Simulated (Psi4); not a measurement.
**SiH2O2 (SMILES O[Si]O): TPSSh/aug-cc-pVDZ**

Aim: the energy change on altering one bond length of SiH2O2 at TPSSh/aug-cc-pVDZ, from 2 runs. 

The results are computed with Psi4 1.11.

2 further runs of the same task are left out: 2 set aside as unsound or not needed.

### Step 1. The system as given

SiH2O2: 5 atoms, total charge 0, spin state singlet. SMILES: `O[Si]O`. The shape is that of a PBE0-D4/def2-TZVP optimisation. This is one conformer, not always the lowest.

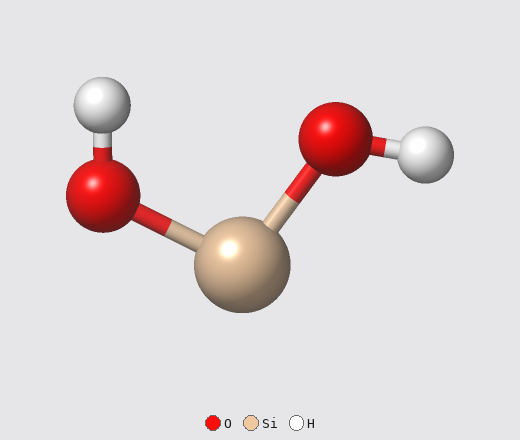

The structure, seen from a chosen angle (oxygen red, silicon light orange, hydrogen white).

### Step 2. A single-point energy at TPSSh/aug-cc-pVDZ

Input file h2o2si.in:

```
memory 2200 mb

molecule mol {
  0 1
  O     -2.72725274    -0.19955508    -0.51967468
  Si    -0.40062194    -1.49534028     1.07279752
  O      1.95775627     0.35432365     0.12963521
  H     -2.32795361     1.22624328    -1.58000001
  H      3.59255834    -0.02475541     0.81900730
  units au
  symmetry c1
}

set basis aug-cc-pVDZ
set puream true
set e_convergence 1e-09
set d_convergence 1e-08
set scf_type pk
set dft_radial_points 99
set dft_spherical_points 590

e, wfn = energy("tpssh", return_wfn=True)
oeprop(wfn, "QUADRUPOLE", "WIBERG_LOWDIN_INDICES", "MAYER_INDICES", title="TPSSH")
```

On the command line:

```
psi4 h2o2si.in h2o2si.out -n 1
```

h2o2si.out:

```text
[...]
  Running in c1 symmetry.
[...]
  Nuclear repulsion =  103.646253707904961
[...]
  Multiplicity = 1
[...]
  Nalpha       = 16
  Nbeta        = 16
[...]
    Number of basis functions: 91
[...]
   @RKS iter   1:  -440.83935849784223   -1.96080e-01   1.11463e-02 ADIIS/DIIS
[...]
   @RKS iter  11:  -441.23302203328592   -2.38742e-12   4.68433e-09 DIIS
[...]
    Orbital Energies [Eh]
    ---------------------
    Doubly Occupied:
       1A    -66.045598     2A    -19.094331     3A    -19.087742
       4A     -5.255573     5A     -3.605671     6A     -3.603995
       7A     -3.599359     8A     -1.013678     9A     -0.987024
      10A     -0.554750    11A     -0.512208    12A     -0.392887
      13A     -0.362402    14A     -0.354603    15A     -0.320499
      16A     -0.242513
[...]
  @RKS Final Energy:  -441.23302203328592
   => Energetics <=
    Nuclear Repulsion Energy =            103.6462537079049611
    One-Electron Energy =                -815.7215139892277875
    Two-Electron Energy =                 305.9680909709048819
    DFT Exchange-Correlation Energy =     -35.1258527228679895
    Empirical Dispersion Energy =           0.0000000000000000
    VV10 Nonlocal Energy =                  0.0000000000000000
    Total Energy =                       -441.2330220332859199
[...]
 Multipole Moments:
 ------------------------------------------------------------------------------------
     Multipole            Electronic (a.u.)      Nuclear  (a.u.)        Total (a.u.)
 ------------------------------------------------------------------------------------
 L = 1.  Multiply by 2.5417464519 to convert [e a0] to [Debye]
 Dipole X            :         -0.3302251            0.9827718            0.6525467
 Dipole Y            :         -0.9250364            1.2000747            0.2750384
 Dipole Z            :          0.6706817           -0.7406014           -0.0699197
 Magnitude           :                                                    0.7115842
 L = 2.  Multiply by 1.3450342976 to convert [e a0^2] to [Debye ang]
 Quadrupole XX       :       -124.3398638          107.3233729          -17.0164909
 Quadrupole XY       :        -10.5691025            9.3147845           -1.2543180
[...]
```

Run time: 49 s. Hardware: 1 thread of Intel Xeon Platinum 8259CL at 2.50GHz (Skylake/Cascade Lake), shared host; peak memory 1.3 GiB.

### Step 3. The distorted shape, same level

Input file run.py:

```python
import psi4

psi4.set_memory('2200 MB')
psi4.set_num_threads(1)
psi4.set_output_file('h2o2si.out', False)

molecule = psi4.geometry("""
0 1
O     -1.875757    -0.005298    -0.457403
Si    -0.644557    -0.690998     0.385297
O      0.603443     0.287802    -0.113803
H     -1.664457     0.749202    -1.018503
H      1.901100    -0.013100     0.433400
symmetry c1
no_reorient
no_com
""")

psi4.set_options({
    'puream': True,
    'e_convergence': 1e-09,
    'd_convergence': 1e-08,
    'scf_type': 'pk',
    'dft_radial_points': 99,
    'dft_spherical_points': 590,
})

e_tot, wfn = psi4.energy("tpssh/aug-cc-pVDZ", molecule=molecule, return_wfn=True)
psi4.oeprop(wfn, "MULLIKEN_CHARGES", "LOWDIN_CHARGES", "MAYER_INDICES")
print('E =', round(e_tot, 9))
```

On the command line:

```
python run.py
```

h2o2si.out:

```text
[...]
  Running in c1 symmetry.
[...]
  Nuclear repulsion =  101.538264293180021
[...]
  Multiplicity = 1
[...]
  Nalpha       = 16
  Nbeta        = 16
[...]
    Number of basis functions: 91
[...]
   @RKS iter   1:  -440.69055718067239   -2.07560e-01   1.14485e-02 ADIIS/DIIS
[...]
   @RKS iter  12:  -441.15005894712237   -3.01270e-12   2.56061e-09 DIIS
[...]
    Orbital Energies [Eh]
    ---------------------
    Doubly Occupied:
       1A    -66.041045     2A    -19.113788     3A    -19.088780
       4A     -5.251153     5A     -3.601102     6A     -3.599508
       7A     -3.595128     8A     -1.002942     9A     -0.942855
      10A     -0.537455    11A     -0.459416    12A     -0.379329
      13A     -0.356520    14A     -0.350351    15A     -0.312851
      16A     -0.236481
[...]
  @RKS Final Energy:  -441.15005894712237
   => Energetics <=
    Nuclear Repulsion Energy =            101.5382642931800206
    One-Electron Energy =                -811.7596574307972332
    Two-Electron Energy =                 304.0618847894220380
    DFT Exchange-Correlation Energy =     -34.9905505989271717
    Empirical Dispersion Energy =           0.0000000000000000
    VV10 Nonlocal Energy =                  0.0000000000000000
    Total Energy =                       -441.1500589471223748
[...]
 Multipole Moments:
 ------------------------------------------------------------------------------------
     Multipole            Electronic (a.u.)      Nuclear  (a.u.)        Total (a.u.)
 ------------------------------------------------------------------------------------
 L = 1.  Multiply by 2.5417464519 to convert [e a0] to [Debye]
 Dipole X            :         36.6480143          -35.8399164            0.8080979
 Dipole Y            :         12.8835861          -12.6192849            0.2643011
 Dipole Z            :         -0.4772169            0.4524137           -0.0248032
 Magnitude           :                                                    0.8505836
[...]
  Mulliken Charges: (a.u.)
   Center  Symbol    Alpha    Beta     Spin     Total
       1     O     4.25658  4.25658  0.00000 -0.51317
       2    SI     6.61826  6.61826  0.00000  0.76347
       3     O     4.36831  4.36831  0.00000 -0.73662
       4     H     0.42705  0.42705  0.00000  0.14591
       5     H     0.32980  0.32980  0.00000  0.34041
   Total alpha = 16.00000, Total beta = 16.00000, Total charge = -0.00000
  Lowdin Charges: (a.u.)
   Center  Symbol    Alpha    Beta     Spin     Total
       1     O     4.12003  4.12003  0.00000 -0.24005
[...]
```

The script printed:

```text
E = -441.150058947
```

Run time: 50 s. Hardware: 1 thread of Intel Xeon Platinum 8259CL at 2.50GHz (Skylake/Cascade Lake), shared host; peak memory 1.3 GiB.

### Step 4. What came out

At TPSSh/aug-cc-pVDZ:

| quantity | value |
| --- | --- |
| first shape: total energy | -441.23302 Eh |
| first shape: dipole moment | 1.81 D |
| first shape: HOMO energy | -6.60 eV |
| first shape: LUMO energy | -1.68 eV |
| first shape: HOMO–LUMO gap | 4.92 eV |
| distorted shape: total energy | -441.15006 Eh |
| distorted shape: dipole moment | 2.16 D |
| distorted shape: HOMO energy | -6.43 eV |
| distorted shape: LUMO energy | -3.05 eV |
| distorted shape: HOMO–LUMO gap | 3.39 eV |
| energy change with the O3–H5 bond stretched from 0.960 to 1.440 Å | 2.258 eV |

In words: One bond (distorted shape) is far stretched, which a spin-restricted single reference describes badly; a broken-symmetry solution may lie lower. With the O3–H5 bond stretched from 0.960 to 1.440 Å the energy rises by 2.26 eV (218 kJ/mol). The first shape isn't relaxed at this level, so the change isn't measured from a minimum. A restricted reference can't describe the breaking bond well at this length. Mulliken charges (distorted shape) run from -0.74 on O3 to +0.76 on Si2; in a basis this large or diffuse they mean little.
